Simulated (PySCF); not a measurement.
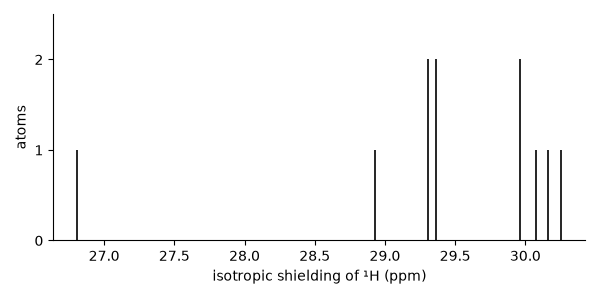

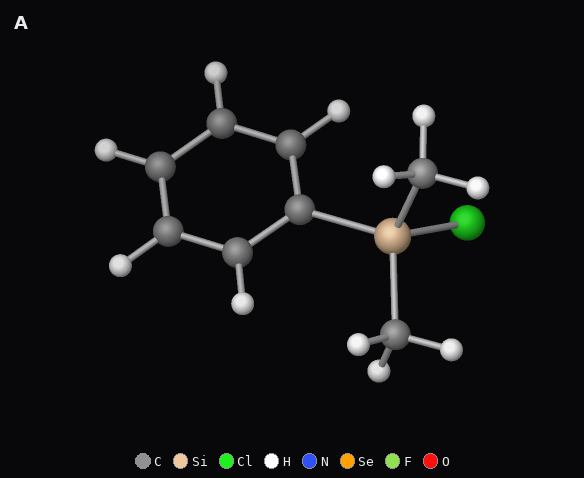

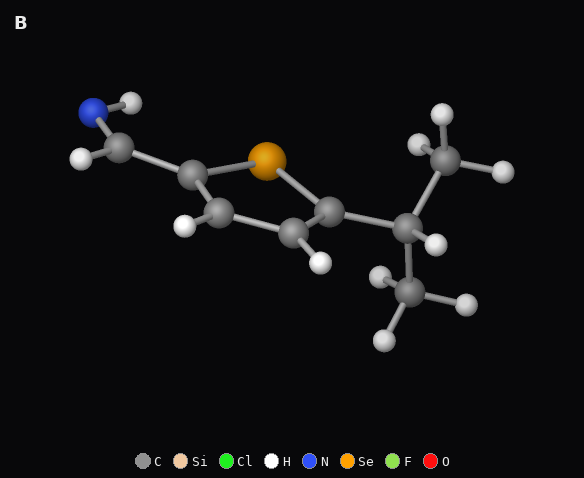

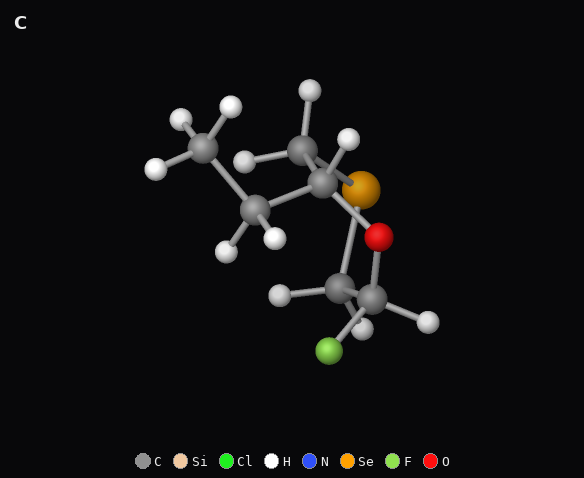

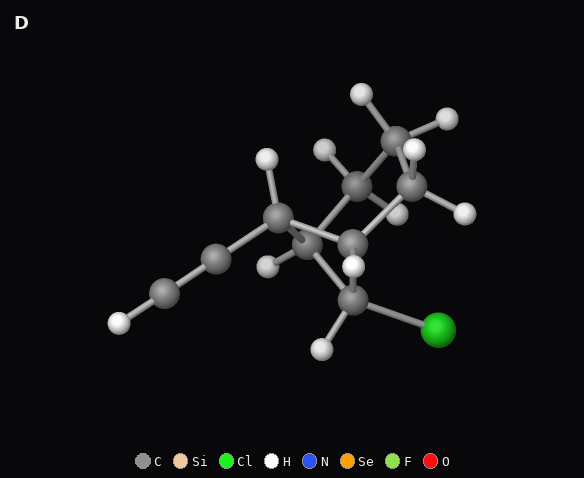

The sticks are computed shieldings of one of the molecules, for one fixed geometry (GFN2-xTB) without averaging over rotations. Low shielding means a high chemical shift. Method: GIAO PBE0/pcSseg-1 NMR shielding, non-relativistic, gas phase (PySCF 2.14.0).

Which molecule gives this pattern?

D, `C#C[C@H]1[C@@H]2CCC[C@H]1[C@H]2Cl`. Its 11 H atoms give lines at 26.81, 28.93, 29.31 (2 atoms), 29.36 (2 atoms), 29.96 (2 atoms), 30.08, 30.16, 30.26 ppm.

The geometry is semi-empirical. Around Se such bond lengths and angles can be off by a tenth of an ångström or more and by several degrees, and values that hang on the shape move with them.
